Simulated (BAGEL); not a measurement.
# SiAsNH6 (SMILES N[AsH][SiH3]): a chain of runs

Aim: a single-point energy (HF/def2-SV(P)), then a single-point energy (NEVPT2(2,2)/def2-SV(P)) of SiAsNH6. 

The calculation is run with BAGEL 1.2.2.

2 further runs of the same task are left out: 2 set aside as unsound or not needed.

### 1 The molecule

SiAsNH6: 9 atoms, total charge 0, spin state singlet. SMILES: `N[AsH][SiH3]`. The N1–H4 distance was set to 1.618 Å, away from the relaxed value. At this shape a bond of the SMILES string is far longer than usual.

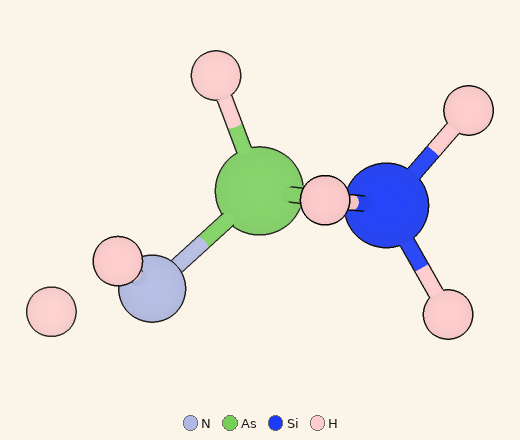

Viewed from a chosen angle; nitrogen light blue, arsenic green, silicon blue, hydrogen pink.

### 2 The energy at HF/def2-SV(P) (density fitting with svp-jkfit) (run 1)

Contents of input.json:

```json
{ "bagel" : [

{
  "title" : "molecule",
  "basis" : "def2-sv_p_.json",
  "df_basis" : "svp-jkfit",
  "angstrom" : true,
  "geometry" : [
    { "atom" : "N", "xyz" : [      -0.979549,       0.375586,      -0.660416 ] },
    { "atom" : "As", "xyz" : [       0.856651,       0.094686,      -0.503716 ] },
    { "atom" : "Si", "xyz" : [       0.678851,      -1.408114,       1.313784 ] },
    { "atom" : "H", "xyz" : [      -1.303700,       1.291400,      -1.954300 ] },
    { "atom" : "H", "xyz" : [      -1.403749,       0.800886,       0.152884 ] },
    { "atom" : "H", "xyz" : [       1.265651,       1.249186,       0.425384 ] },
    { "atom" : "H", "xyz" : [       2.011051,      -1.537414,       1.963084 ] },
    { "atom" : "H", "xyz" : [       0.245451,      -2.736714,       0.811884 ] },
    { "atom" : "H", "xyz" : [      -0.309649,      -0.923114,       2.315784 ] }
  ]
},

{
  "title" : "hf"
},

{
  "title" : "print",
  "file" : "orbitals.molden",
  "orbitals" : true
}

]}
```

The basis set def2-SV(P) is read from a file made from the Basis Set Exchange's data (not shown).

Run with:

```bash
$ BAGEL_NUM_THREADS=1 BAGEL input.json > input.out
```

Output:

```text
* using 1 threads per process

  ===============================================================
  ===============================================================

  *** Geometry ***

  { "atom" : "N", "xyz" : [     -1.851079,      0.709755,     -1.248005 ] },
  { "atom" : "As", "xyz" : [      1.618836,      0.178931,     -0.951885 ] },
  { "atom" : "Si", "xyz" : [      1.282842,     -2.660950,      2.482692 ] },
  { "atom" : "H", "xyz" : [     -2.463636,      2.440392,     -3.693092 ] },
  { "atom" : "H", "xyz" : [     -2.652701,      1.513455,      0.288909 ] },
  { "atom" : "H", "xyz" : [      2.391734,      2.360619,      0.803859 ] },
  { "atom" : "H", "xyz" : [      3.800336,     -2.905291,      3.709691 ] },
  { "atom" : "H", "xyz" : [      0.463835,     -5.171640,      1.534238 ] },
  { "atom" : "H", "xyz" : [     -0.585152,     -1.744433,      4.376198 ] },

  Number of auxiliary basis functions:      579

  Since a DF basis is specified, we compute 2- and 3-index integrals:
    o Being stored without compression. Storage requirement is 0.027 GB

  Number of basis functions:       76
  Number of electrons      :       60

    * METHOD: MOLECULE                             0.35

  *** RHF ***

  === Nuclear Repulsion ===
   260.6152842111

      * DIIS with orbital gradients will be used.

  === RHF iteration (def2-sv_p_.json) ===
      0      -2580.35798588          0.01648129           0.10
      1      -2580.43730114          0.01272032           0.09
      2      -2580.51085446          0.00166147           0.09
      3      -2580.51354845          0.00030899           0.09
      4      -2580.51367652          0.00010725           0.09
      5      -2580.51369610          0.00003713           0.10
      6      -2580.51369827          0.00001435           0.09
      7      -2580.51369863          0.00000681           0.09
      8      -2580.51369873          0.00000304           0.09
      9      -2580.51369875          0.00000146           0.09
     10      -2580.51369876          0.00000078           0.09
     11      -2580.51369876          0.00000029           0.09
     12      -2580.51369876          0.00000010           0.09
     13      -2580.51369876          0.00000004           0.09
     14      -2580.51369876          0.00000002           0.10
     15      -2580.51369876          0.00000001           0.09
    * SCF iteration converged.

    * Permanent dipole moment:
           (   -0.013131,    -0.484802,    -0.262269) a.u.

    * METHOD: HF                                   1.75

    * METHOD: PRINT                                0.02

  ===============================================================
```

Wall time 2.2 s (1 thread of Arm Neoverse V1, shared host); peak memory 0.14 GiB.

### 3 A single-point energy at NEVPT2(2,2)/def2-SV(P) (density fitting with svp-jkfit) (run 2)

Contents of nevpt2.json:

```json
{ "bagel": [

{
  "title": "molecule",
  "basis": "def2-sv_p_.json",
  "df_basis": "svp-jkfit",
  "angstrom": "true",
  "geometry": [
    { "atom": "N", "xyz": [   -0.979549,    0.375586,   -0.660416 ] },
    { "atom": "As", "xyz": [    0.856651,    0.094686,   -0.503716 ] },
    { "atom": "Si", "xyz": [    0.678851,   -1.408114,    1.313784 ] },
    { "atom": "H", "xyz": [   -1.303700,    1.291400,   -1.954300 ] },
    { "atom": "H", "xyz": [   -1.403749,    0.800886,    0.152884 ] },
    { "atom": "H", "xyz": [    1.265651,    1.249186,    0.425384 ] },
    { "atom": "H", "xyz": [    2.011051,   -1.537414,    1.963084 ] },
    { "atom": "H", "xyz": [    0.245451,   -2.736714,    0.811884 ] },
    { "atom": "H", "xyz": [   -0.309649,   -0.923114,    2.315784 ] }
  ]
},
{
  "title": "hf"
},
{
  "title": "casscf",
  "nstate": 1,
  "nact": 2,
  "nclosed": 29,
  "active": [25, 31],
  "maxiter": 200,
  "natocc": "true"
},
{
  "title": "nevpt2",
  "nstate": 1,
  "nact": 2,
  "nclosed": 29,
  "active": [25, 31],
  "maxiter": 200,
  "natocc": "true",
  "ncore": 15
},
{
  "title": "print",
  "file": "orbitals.molden",
  "orbitals": "true"
}

]}
```

The basis set def2-SV(P) is read from a file made from the Basis Set Exchange's data (not shown).

Run with:

```bash
$ BAGEL_NUM_THREADS=1 BAGEL nevpt2.json > nevpt2.out
```

Output:

```text
* using 1 threads per process

  ===============================================================
  ===============================================================

  *** Geometry ***

  { "atom" : "N", "xyz" : [     -1.851079,      0.709755,     -1.248005 ] },
  { "atom" : "As", "xyz" : [      1.618836,      0.178931,     -0.951885 ] },
  { "atom" : "Si", "xyz" : [      1.282842,     -2.660950,      2.482692 ] },
[... 5 lines of this table left out ...]
  { "atom" : "H", "xyz" : [     -0.585152,     -1.744433,      4.376198 ] },

  Number of auxiliary basis functions:      579

  Since a DF basis is specified, we compute 2- and 3-index integrals:
    o Being stored without compression. Storage requirement is 0.027 GB

  Number of basis functions:       76
  Number of electrons      :       60

    * METHOD: MOLECULE                             0.35

  *** RHF ***

[... 11 lines left out ...]
    * SCF iteration converged.
[... 1 line left out ...]
    * Permanent dipole moment:
[... 27 lines left out ...]
    * Second-order optimization converged. *

     guess   0:   closed 1.                   open ..

  === FCI iteration ===

      0  0     -2580.51135301     9.19e-02      0.00
      1  0     -2580.56072928     5.66e-03      0.00
      2  0 *   -2580.56097105     4.41e-16      0.00

     * ci vector, state   0, <S^2> = 0.0000
       2.     0.9653667004
       .2    -0.2608967876

    * METHOD: CASSCF                               6.32

    * freezing 15 orbitals

  === DF-NEVPT2 calculation ===

    * 3-index integral transformation done
    * assembly done

      NEVPT2 correlation energy:   -0.4457311115      0.13

          (+0)     -0.3817394248
          (+0)'    -0.0223320712
          (+1)     -0.0085325014
          (+1)'    -0.0000000000
          (+2)     -0.0005004312
          (-1)     -0.0305704773
          (-1)'     0.0000000000
          (-2)     -0.0020562055

      NEVPT2 total energy:       -2581.0067021636

    * METHOD: NEVPT2                               0.30

    * METHOD: PRINT                                0.02

  ===============================================================
```

It took 9 s on 1 thread of Arm Neoverse V1, shared host; peak memory 0.14 GiB.

### 4 Outcome

| quantity | value |
| --- | --- |
| run 1, HF/def2-SV(P): total energy | -2580.51370 Eh |
| run 1, HF/def2-SV(P): dipole moment | 1.40 D |
| run 1, HF/def2-SV(P): HOMO energy | -9.48 eV |
| run 1, HF/def2-SV(P): LUMO energy | 1.85 eV |
| run 1, HF/def2-SV(P): HOMO–LUMO gap | 11.32 eV |
| run 2, NEVPT2(2,2)/def2-SV(P): total energy | -2581.00670 Eh |
